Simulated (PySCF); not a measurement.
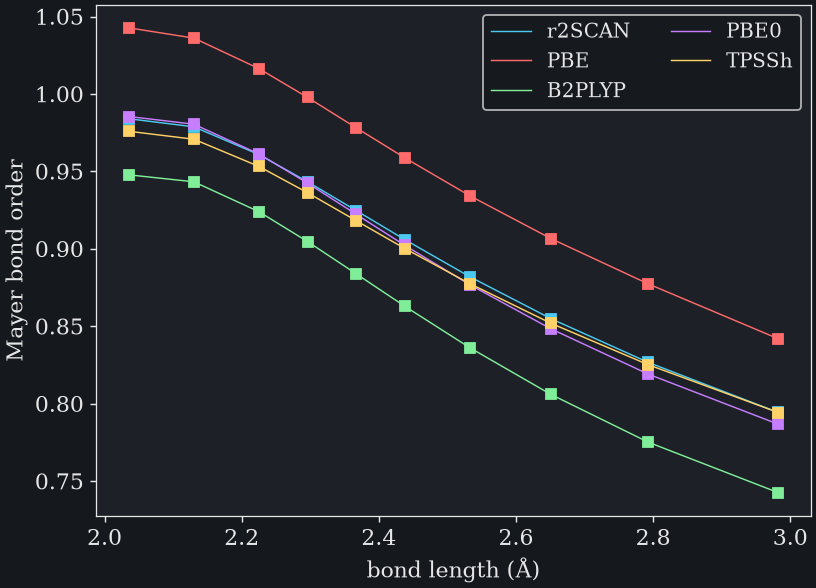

Bond curves of MgBr, doublet (excess alpha electrons: σ +1), x2c-TZVPPall (sfX2C-1e), PySCF: Mayer bond order. One reference determinant with the occupation held, the lowest that a PBE0 search over spins and occupations found; no spin-orbit coupling. Straight lines join the computed points. References: UKS for PBE0, PBE, r2SCAN, TPSSh and B2PLYP.

Q: Give the values at the computed points.

A:
| bond length (Å) | r2SCAN | PBE | B2PLYP | PBE0 | TPSSh |
| --- | --- | --- | --- | --- | --- |
| 2.04 | 0.98 | 1.04 | 0.95 | 0.99 | 0.98 |
| 2.13 | 0.98 | 1.04 | 0.94 | 0.98 | 0.97 |
| 2.23 | 0.96 | 1.02 | 0.92 | 0.96 | 0.95 |
| 2.30 | 0.94 | 1.00 | 0.90 | 0.94 | 0.94 |
| 2.37 | 0.92 | 0.98 | 0.88 | 0.92 | 0.92 |
| 2.44 | 0.91 | 0.96 | 0.86 | 0.90 | 0.90 |
| 2.53 | 0.88 | 0.93 | 0.84 | 0.88 | 0.88 |
| 2.65 | 0.85 | 0.91 | 0.81 | 0.85 | 0.85 |
| 2.79 | 0.83 | 0.88 | 0.78 | 0.82 | 0.83 |
| 2.98 | 0.79 | 0.84 | 0.74 | 0.79 | 0.79 |

Limits of at least one run: dipole, levels and charges come from the SCF part of the double hybrid; lowest determinant of a PBE0 search, another state may lie lower; spin-orbit coupling is left out; it can lower the fragment Br more than the molecule, and De with it.
